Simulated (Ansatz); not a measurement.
# ClF3H2MoO2: shape, modes and thermochemistry

The task is to find a stationary geometry of ClF3H2MoO2, then compute its harmonic vibrations to see whether it is a minimum and to get the zero-point energy and entropy, and look at its orbitals and charge.

Computed with Ansatz 0.2.0, Gaussian basis. Level: RKS PBE0-D4/def2-TZVP.

The runs, in order: relaxation at PBE-D4/def2-SVP; relaxation at PBE0-D4/def2-TZVP; harmonic vibrations at the same level; a single point in def2-TZVPP for the fields.

### Step 1. The system as given

SMILES `[OH][Mo]([OH])([F])([F])([F])[Cl]`, 9 atoms, charge 0, spin multiplicity 1.

Atoms are counted from 1 here; the program's logs count them from 0.

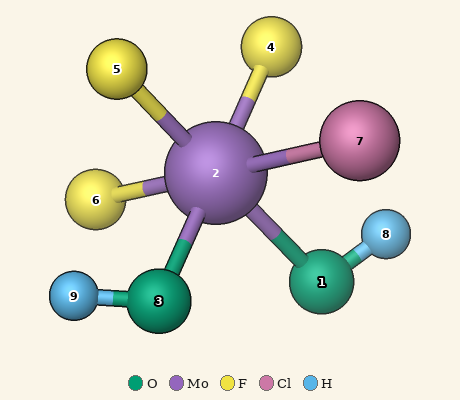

Start geometry, drawn with oxygen teal, molybdenum purple, fluorine yellow, chlorine pink, hydrogen blue; atoms are numbered from 1 in the order of the file.

Geometry (Å):

```xyz
9
charge 0, multiplicity 1
O    -0.5262   -1.7116    0.5803
Mo   -0.0990    0.1417   -0.1877
O     1.1216    0.4559    1.3554
F    -1.2397   -0.1457   -1.7116
F     0.3737    1.9065   -0.9398
F    -1.5757    0.9721    0.8307
Cl    1.7238   -0.8333   -1.4197
H    -0.6675   -2.2321   -0.2281
H     0.9776    1.4001    1.7035
```

The start is a force-field geometry with small random shifts, so a cheaper pass at PBE-D4/def2-SVP comes first. Mo takes the def2 core potential; no spin-orbit term is included.

### Step 2. Optimising with PBE-D4/def2-SVP (cheap first pass)

in.yaml reads:

```yaml
crystal:
  periodic: [false, false, false]
  atoms:
    - {symbol: O, position_ang: [-0.526200, -1.711600, 0.580300]}
    - {symbol: Mo, position_ang: [-0.099000, 0.141700, -0.187700]}
    - {symbol: O, position_ang: [1.121600, 0.455900, 1.355400]}
    - {symbol: F, position_ang: [-1.239700, -0.145700, -1.711600]}
    - {symbol: F, position_ang: [0.373700, 1.906500, -0.939800]}
    - {symbol: F, position_ang: [-1.575700, 0.972100, 0.830700]}
    - {symbol: Cl, position_ang: [1.723800, -0.833300, -1.419700]}
    - {symbol: H, position_ang: [-0.667500, -2.232100, -0.228100]}
    - {symbol: H, position_ang: [0.977600, 1.400100, 1.703500]}
basis:
  gaussian: {orbitals: def2-SVP}
hamiltonian: {xc: pbe, dispersion: d4}
relax: {f_tol: 0.03, max_steps: 200}
```

Command:

```sh
ansatz run in.yaml --threads 4 --pin off --events-out ev --progress --plain --max-ram 11315MiB
```

Output, shortened:

```text
Functional definition: PBE
  name "PBE"
  cite "Perdew, Burke & Ernzerhof, Phys. Rev. Lett. 77, 3865 (1996) doi:10.1103/PhysRevLett.77.3865"
  parent pbe
[...]
1344 factors; their error is unknown
[...]
mean field -26631.15835613 eV, -978.6770183403 hartree, gradient 6.0e-5 eV, S^2 0.000000; 0 other end points of the search recorded, 0 dependent functions left out
[...]
reference -26631.15843267 eV, -978.6770211533 hartree; 38, 38 occupied and 91, 91 virtual orbitals, 1344 factors
relax step   1: F+E_penalty+E_count = -26631.40170258 eV  Δ(F+E_penalty+E_count) = +0.000e0 eV  max|allowed force component| = 3.202e0 eV/Å  Δτ_max = 0.0000 Å  (38 SCF iters, accepted)
[...]
relax step   3: F+E_penalty+E_count = -26632.52079042 eV  Δ(F+E_penalty+E_count) = -1.181e-1 eV  max|allowed force component| = 9.451e-1 eV/Å  Δτ_max = 0.1082 Å  (40 SCF iters, accepted)
[...]
relax step   5: F+E_penalty+E_count = -26632.59923280 eV  Δ(F+E_penalty+E_count) = -2.901e-2 eV  max|allowed force component| = 5.576e-1 eV/Å  Δτ_max = 0.1272 Å  (34 SCF iters, accepted)
[...]
relax step   7: F+E_penalty+E_count = -26632.62055326 eV  Δ(F+E_penalty+E_count) = -5.554e-3 eV  max|allowed force component| = 8.773e-2 eV/Å  Δτ_max = 0.0669 Å  (34 SCF iters, accepted)
[...]
relax step   9: F+E_penalty+E_count = -26632.62466006 eV  Δ(F+E_penalty+E_count) = -1.118e-3 eV  max|allowed force component| = 3.650e-1 eV/Å  Δτ_max = 0.1103 Å  (34 SCF iters, accepted)
[...]
relax step  10: F+E_penalty+E_count = -26632.62664736 eV  Δ(F+E_penalty+E_count) = -1.987e-3 eV  max|allowed force component| = 8.204e-2 eV/Å  Δτ_max = 0.0222 Å  (34 SCF iters, accepted)
[...]
relax step  11: F+E_penalty+E_count = -26632.62689842 eV  Δ(F+E_penalty+E_count) = -2.511e-4 eV  max|allowed force component| = 1.924e-2 eV/Å  Δτ_max = 0.0266 Å  (34 SCF iters, accepted)
1344 factors; their error is unknown
mean field -26632.37253202 eV, -978.7216384811 hartree, gradient 2.2e-5 eV, S^2 0.000000; 1 other end points of the search recorded, 0 dependent functions left out
[...]
reference -26632.37260720 eV, -978.7216412440 hartree; 38, 38 occupied and 91, 91 virtual orbitals, 1344 factors
Total energy: -26632.62697360 eV, -978.7309890370 hartree
Atom 0 at    -0.364784    -1.544420     0.423098 Å, force    -0.001185     0.006082    -0.007562 eV/Å
Atom 1 at     0.042071     0.159752    -0.246751 Å, force    -0.003163     0.002890     0.010886 eV/Å
Atom 2 at     1.073270     0.608214     1.230690 Å, force    -0.009791     0.003337     0.006784 eV/Å
Atom 3 at    -1.277399    -0.245716    -1.517565 Å, force     0.019239    -0.010445     0.010942 eV/Å
Atom 4 at     0.243913     1.748737    -1.200513 Å, force     0.010258    -0.001670    -0.006123 eV/Å
Atom 5 at    -1.342559     1.013974     0.701352 Å, force    -0.006415     0.000391    -0.000837 eV/Å
Atom 6 at     1.845850    -0.648477    -1.434526 Å, force    -0.004800     0.015540    -0.007264 eV/Å
Atom 7 at    -0.948236    -2.175633    -0.044253 Å, force    -0.011994    -0.005674     0.006389 eV/Å
Atom 8 at     0.816473     1.037168     2.071469 Å, force     0.007850    -0.010452    -0.013214 eV/Å
Dipole moment:     0.026321    -0.325119     0.515314 e Å
```

Run time: 40 s. Hardware: 4 threads of AMD EPYC 7R43, shared host.

The steps of the relaxation:

| step | energy from step 1 (eV) | largest force component (eV/Å) |
| --- | --- | --- |
| 1 | 0.0000 | 3.2018 |
| 2 | -1.0010 | 1.0365 |
| 3 | -1.1191 | 0.9451 |
| 4 | -1.1685 | 0.3598 |
| 5 | -1.1975 | 0.5576 |
| 6 | -1.2133 | 0.1847 |
| 7 | -1.2189 | 0.0877 |
| 8 | -1.2218 | 0.0276 |
| 9 | -1.2230 | 0.3650 |
| 10 | -1.2249 | 0.0820 |
| 11 | -1.2252 | 0.0192 |

The force was under the threshold of 0.03 eV/Å already at step 8, but the program went on to step 11.

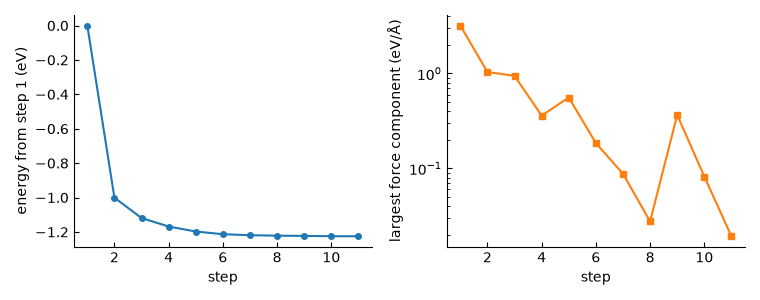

Energy and largest force along the relaxation.

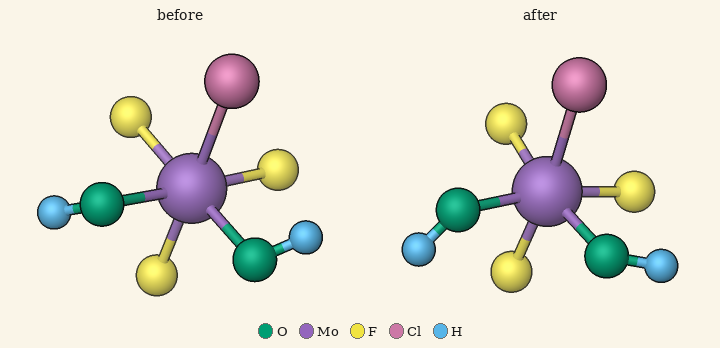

Before and after, at one scale.

Distances of close pairs at the start and the end, largest changes first:

| bond | before (Å) | after (Å) | change (Å) |
| --- | --- | --- | --- |
| O1–Mo2 | 2.051 | 1.876 | -0.175 |
| Mo2–O3 | 1.992 | 1.857 | -0.136 |
| Mo2–F5 | 1.976 | 1.864 | -0.112 |
| Mo2–Cl7 | 2.406 | 2.306 | -0.100 |
| Mo2–F6 | 1.977 | 1.883 | -0.094 |
| Mo2–F4 | 1.925 | 1.876 | -0.049 |
| O3–H9 | 1.017 | 0.978 | -0.038 |
| O1–H8 | 0.972 | 0.978 | +0.007 |

### Step 3. Relaxation at PBE0-D4/def2-TZVP

in.yaml reads:

```yaml
crystal:
  periodic: [false, false, false]
  atoms:
    - {symbol: O, position_ang: [-0.364784, -1.544420, 0.423098]}
    - {symbol: Mo, position_ang: [0.042071, 0.159752, -0.246751]}
    - {symbol: O, position_ang: [1.073270, 0.608214, 1.230690]}
    - {symbol: F, position_ang: [-1.277399, -0.245716, -1.517565]}
    - {symbol: F, position_ang: [0.243913, 1.748737, -1.200513]}
    - {symbol: F, position_ang: [-1.342559, 1.013974, 0.701352]}
    - {symbol: Cl, position_ang: [1.845850, -0.648477, -1.434526]}
    - {symbol: H, position_ang: [-0.948236, -2.175633, -0.044253]}
    - {symbol: H, position_ang: [0.816473, 1.037168, 2.071469]}
basis:
  gaussian: {orbitals: def2-TZVP}
hamiltonian: {xc: pbe0, dispersion: d4}
relax: {f_tol: 0.005, max_steps: 150}
```

Launched as before.

Output, shortened:

```text
Functional definition: PBE0
  name "PBE0"
  cite "Adamo & Barone, J. Chem. Phys. 110, 6158 (1999) doi:10.1063/1.478522"
  cite "Perdew, Burke & Ernzerhof, Phys. Rev. Lett. 77, 3865 (1996) doi:10.1103/PhysRevLett.77.3865"
  parent pbe
[...]
1504 factors; their error is unknown
[...]
mean field -26650.36571031 eV, -979.3828755873 hartree, gradient 3.2e-5 eV, S^2 0.000000; 0 other end points of the search recorded, 0 dependent functions left out
[...]
reference -26650.36575779 eV, -979.3828773321 hartree; 38, 38 occupied and 206, 206 virtual orbitals, 1504 factors
relax step   1: F+E_penalty+E_count = -26650.58114238 eV  Δ(F+E_penalty+E_count) = +0.000e0 eV  max|allowed force component| = 6.967e-1 eV/Å  Δτ_max = 0.0000 Å  (39 SCF iters, accepted)
[...]
Total energy: -26650.65924126 eV, -979.3936626508 hartree
Atom 0 at    -0.350338    -1.533964     0.396847 Å, force    -0.000630     0.001892     0.000930 eV/Å
Atom 1 at     0.048824     0.152323    -0.239491 Å, force     0.000124    -0.000852     0.001317 eV/Å
Atom 2 at     1.058178     0.592109     1.224682 Å, force     0.000527    -0.000357    -0.001359 eV/Å
Atom 3 at    -1.292588    -0.236185    -1.462791 Å, force    -0.000298    -0.000376    -0.000247 eV/Å
Atom 4 at     0.243254     1.700034    -1.217760 Å, force    -0.000027     0.000500     0.000022 eV/Å
Atom 5 at    -1.296081     1.034982     0.706323 Å, force    -0.000287    -0.000046     0.000110 eV/Å
Atom 6 at     1.836155    -0.622212    -1.405020 Å, force     0.000982    -0.000034    -0.000508 eV/Å
Atom 7 at    -0.930313    -2.154859    -0.057785 Å, force    -0.000097    -0.000801    -0.000770 eV/Å
Atom 8 at     0.771507     1.021370     2.037997 Å, force    -0.000294     0.000073     0.000506 eV/Å
Dipole moment:     0.077365    -0.373539     0.502355 e Å
```

Run time: 1.9 min. Hardware: 4 threads of AMD EPYC 7R43, shared host; peak memory 0.85 GiB.

Along the way:

| step | energy from step 1 (eV) | largest force component (eV/Å) |
| --- | --- | --- |
| 1 | 0.0000 | 0.6967 |
| 2 | -0.0719 | 0.2387 |
| 3 | -0.0766 | 0.0523 |
| 4 | -0.0774 | 0.0332 |
| 5 | -0.0778 | 0.0265 |
| 6 | -0.0779 | 0.0218 |
| 7 | -0.0780 | 0.0166 |
| 8 | -0.0780 | 0.0068 |
| 9 | -0.0780 | 0.0056 |
| 10 | -0.0780 | 0.0089 |
| 11 | -0.0780 | 0.0066 |
| 12 | -0.0781 | 0.0019 |

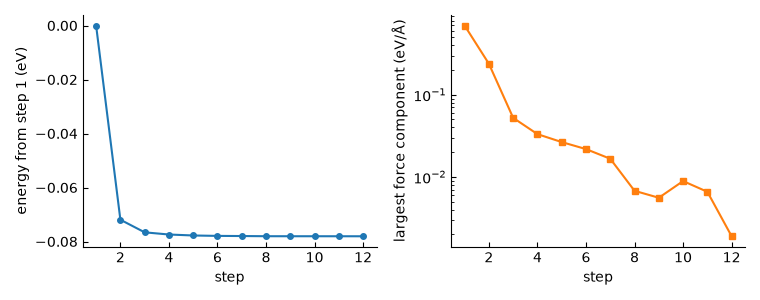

Energy and force, step by step.

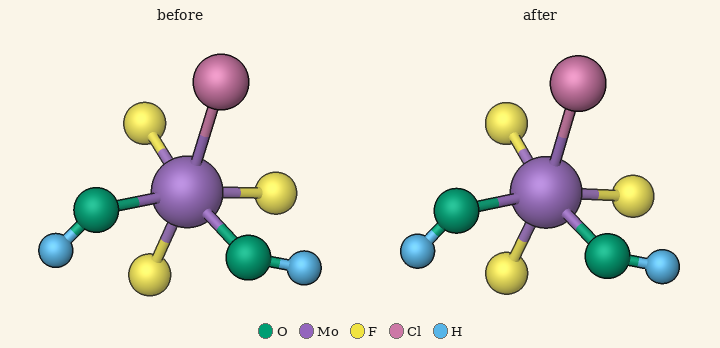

The geometry before (left) and after (right).

Close pairs (by a distance rule), those that changed most:

| bond | before (Å) | after (Å) | change (Å) |
| --- | --- | --- | --- |
| Mo2–Cl7 | 2.306 | 2.270 | -0.036 |
| O1–Mo2 | 1.876 | 1.846 | -0.030 |
| Mo2–O3 | 1.857 | 1.832 | -0.025 |
| Mo2–F5 | 1.864 | 1.841 | -0.023 |
| Mo2–F4 | 1.876 | 1.857 | -0.020 |
| Mo2–F6 | 1.883 | 1.866 | -0.017 |
| O3–H9 | 0.978 | 0.963 | -0.015 |
| O1–H8 | 0.978 | 0.964 | -0.015 |

Mulliken charges at the end point, from the run's report:

| atom | value (e) |
| --- | --- |
| O1 | -0.55 |
| Mo2 | 1.76 |
| O3 | -0.55 |
| F4 | -0.40 |
| F5 | -0.37 |
| F6 | -0.40 |
| Cl7 | -0.25 |
| H8 | 0.37 |
| H9 | 0.38 |

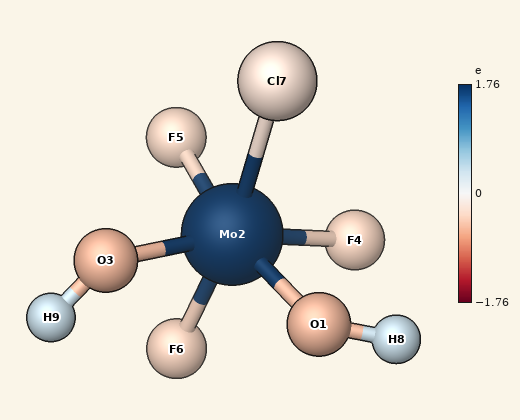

Mulliken charges at the end point, from the run's report, as colours on the atoms.

### Step 4. Harmonic vibrations

in.yaml reads:

```yaml
crystal:
  periodic: [false, false, false]
  atoms:
    - {symbol: O, position_ang: [-0.350338, -1.533964, 0.396847]}
    - {symbol: Mo, position_ang: [0.048824, 0.152323, -0.239491]}
    - {symbol: O, position_ang: [1.058178, 0.592109, 1.224682]}
    - {symbol: F, position_ang: [-1.292588, -0.236185, -1.462791]}
    - {symbol: F, position_ang: [0.243254, 1.700034, -1.217760]}
    - {symbol: F, position_ang: [-1.296081, 1.034982, 0.706323]}
    - {symbol: Cl, position_ang: [1.836155, -0.622212, -1.405020]}
    - {symbol: H, position_ang: [-0.930313, -2.154859, -0.057785]}
    - {symbol: H, position_ang: [0.771507, 1.021370, 2.037997]}
basis:
  gaussian: {orbitals: def2-TZVP}
hamiltonian: {xc: pbe0, dispersion: d4}
phonons: {temperatures: {t_min: 298.15, t_max: 900, t_step: 200}}
```

Same command.

Output, shortened:

```text
Functional definition: PBE0
  name "PBE0"
  cite "Adamo & Barone, J. Chem. Phys. 110, 6158 (1999) doi:10.1063/1.478522"
  cite "Perdew, Burke & Ernzerhof, Phys. Rev. Lett. 77, 3865 (1996) doi:10.1103/PhysRevLett.77.3865"
  parent pbe
[...]
1504 factors; their error is unknown
[...]
mean field -26650.44115002 eV, -979.3856479455 hartree, gradient 2.3e-5 eV, S^2 0.000000; 0 other end points of the search recorded, 0 dependent functions left out
[...]
reference -26650.44119717 eV, -979.3856496783 hartree; 38, 38 occupied and 206, 206 virtual orbitals, 1504 factors
[...]
1504 factors; their error is unknown
[...]
mean field -26650.44106454 eV, -979.3856448042 hartree, gradient 2.1e-6 eV, S^2 0.000000; 0 other end points of the search recorded, 0 dependent functions left out
[...]
Atom 1 at     0.048824     0.152323    -0.239491 Å, force    -0.000252    -0.001204     0.000407 eV/Å
Atom 2 at     1.058178     0.592109     1.224682 Å, force     0.000472    -0.000207    -0.001385 eV/Å
Atom 3 at    -1.292588    -0.236185    -1.462791 Å, force    -0.000179    -0.000213    -0.000106 eV/Å
Atom 4 at     0.243254     1.700034    -1.217760 Å, force     0.000085     0.000454     0.000206 eV/Å
Atom 5 at    -1.296081     1.034982     0.706323 Å, force    -0.000362     0.000026     0.000467 eV/Å
Atom 6 at     1.836155    -0.622212    -1.405020 Å, force     0.001116    -0.000083    -0.000357 eV/Å
Atom 7 at    -0.930313    -2.154859    -0.057785 Å, force    -0.000110    -0.000798    -0.000712 eV/Å
Atom 8 at     0.771507     1.021370     2.037997 Å, force    -0.000286     0.000082     0.000519 eV/Å
Dipole moment:     0.077364    -0.373539     0.502353 e Å
Vibrations: 97.52 116.28 124.98 209.83 228.71 241.65 280.42 317.39 341.69 384.33 451.49 500.89 582.43 616.60 637.68 655.84 711.41 769.44 799.93 3853.01 3858.50 cm⁻¹, zero-point energy 0.978235 eV
```

Wall time 5.6 min (4 threads of AMD EPYC 7R43, shared host); peak memory 0.84 GiB.

Motions are named by where the mode's potential energy lies. Wavenumbers, unscaled:

| mode | cm⁻¹ | motion |
| --- | --- | --- |
| 1 | 98 | bend |
| 2 | 116 | torsion |
| 3 | 125 | torsion with bend |
| 4 | 210 | bend with torsion |
| 5 | 229 | bend with torsion |
| 6 | 242 | bend |
| 7 | 280 | bend |
| 8 | 317 | bend |
| 9 | 342 | bend |
| 10 | 384 | Mo–Cl stretch |
| 11 | 451 | torsion |
| 12 | 501 | torsion |
| 13 | 582 | Mo–F stretch with bend |
| 14 | 617 | Mo–F stretch |
| 15 | 638 | bend |
| 16 | 656 | Mo–F stretch with bend |
| 17 | 711 | Mo–F stretch |
| 18 | 769 | Mo–O stretch |
| 19 | 800 | Mo–O stretch with bend |
| 20 | 3853 | O–H stretch |
| 21 | 3859 | O–H stretch |

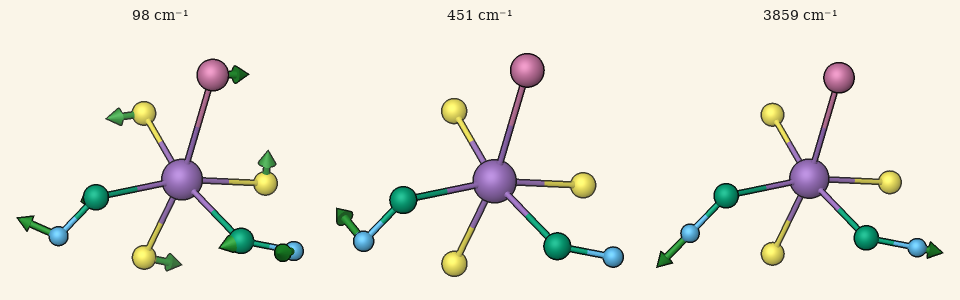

How the atoms move in 3 of the modes.

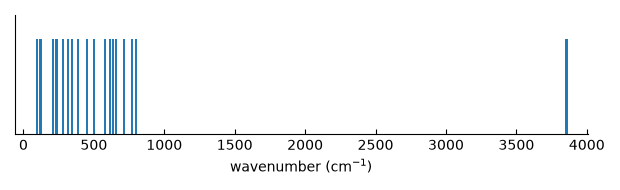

The harmonic wavenumbers as sticks (no intensities were computed).

From these modes and the moments of inertia (298.15 K, 1 bar, symmetry number 1):

| term | value |
| --- | --- |
| zero-point energy | 94.4 kJ/mol |
| H(298) − E | 121.6 kJ/mol |
| entropy, translation | 176.3 J/(mol K) |
| entropy, rotation | 120.6 J/(mol K) |
| entropy, vibration | 101.8 J/(mol K) |
| entropy, total | 398.6 J/(mol K) |

### Step 5. Fields at the relaxed geometry

Changes to in.yaml since step 4:

```diff
@@ -13,4 +13,4 @@
 basis:
-  gaussian: {orbitals: def2-TZVP}
+  gaussian: {orbitals: def2-TZVPP}
 hamiltonian: {xc: pbe0, dispersion: d4}
-phonons: {temperatures: {t_min: 298.15, t_max: 900, t_step: 200}}
+output: {orbitals: {seedname: orbitals}}
```

The command is unchanged.

Output:

```text
Functional definition: PBE0
  name "PBE0"
  cite "Adamo & Barone, J. Chem. Phys. 110, 6158 (1999) doi:10.1063/1.478522"
  cite "Perdew, Burke & Ernzerhof, Phys. Rev. Lett. 77, 3865 (1996) doi:10.1103/PhysRevLett.77.3865"
  parent pbe
  parameter a = 0.25
  parameter kappa = 0.804
  parameter beta = 0.06672455060314922
  exchange = (1 - a)*pbe_x(kappa = kappa, mu = beta*pi^2/3) + a*exact_x
  correlation = pbe_c(beta = beta)
1582 factors; their error is unknown
mean field evaluation 1: about -26632.6753 eV, gradient 1.1e2 eV
mean field evaluation 2: about -26382.4515 eV, gradient 3.7e2 eV
mean field evaluation 4: about -26647.6779 eV, gradient 4.3e1 eV
mean field evaluation 8: about -26650.7258 eV, gradient 2.8e-1 eV
mean field evaluation 16: about -26650.8741 eV, gradient 3.0e-2 eV
mean field -26650.87408525 eV, -979.4015580216 hartree, gradient 5.9e-5 eV, S^2 0.000000; 0 other end points of the search recorded, 0 dependent functions left out
reference -26650.87414205 eV, -979.4015601089 hartree; 38, 38 occupied and 243, 243 virtual orbitals, 1582 factors
Total energy: -26651.09217030 eV, -979.4095724995 hartree
```

Wall time 9 s (4 threads of AMD EPYC 7R43, shared host); peak memory 0.92 GiB.

Orbitals, density, ELF and potential are computed afterwards from the orbital file.

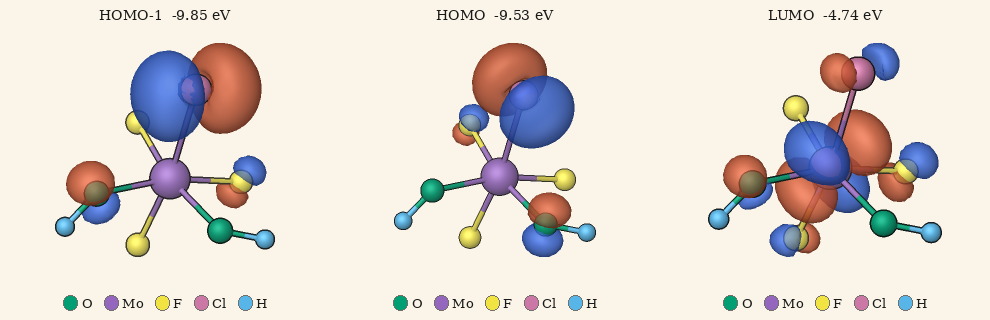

Frontier orbitals at PBE0-D4/def2-TZVPP; each surface holds 70 % of the orbital's density, blue and red mark the sign.

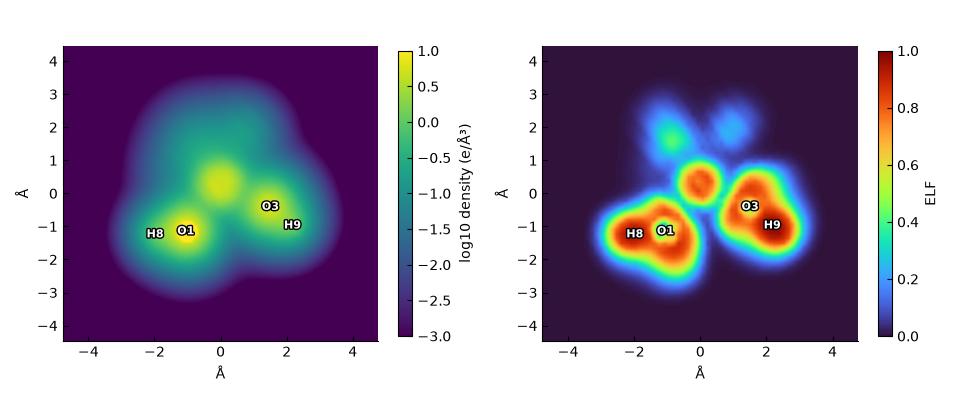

Density (left) and ELF (right) in a plane through or near 4 of the atoms.

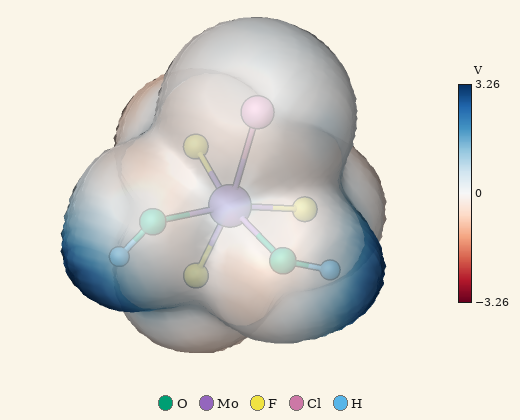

Electrostatic potential on the surface of density 0.002 e/bohr³; red is low, blue high. It runs from -0.94 V near F5 to 3.26 V near H9.

### Step 6. Outcome

| quantity | value |
| --- | --- |
| point group | C1 |
| steps | 11 + 12 |
| shift from the start (rms) | 0.321 Å |
| total energy | -26650.6592 eV |
| dispersion term | -218 meV |
| dipole moment | 3.03 D |
| lowest, highest wavenumber | 98, 3859 cm⁻¹ |
| zero-point energy | 94.4 kJ/mol |
| entropy at 298.15 K | 398.6 J/(mol K) |
| HOMO, LUMO | -9.53, -4.74 eV |

What this shows: The atoms moved 0.32 Å (rms) from the start; the bond that changed most is O1–Mo2, from 2.051 to 1.846 Å. All wavenumbers are real, so the end point is a minimum. The stiffest mode, 3859 cm⁻¹, is an O–H stretch, and 3 modes under 200 cm⁻¹ make the vibrational entropy uncertain. Harmonic hybrid wavenumbers usually lie a few per cent above measured fundamentals. The largest Mulliken charge, +1.76 e, sits on Mo2. The HOMO lies mostly on Cl7 79 %; O1 13 % and the LUMO on Mo2 61 %; Cl7 11 %.
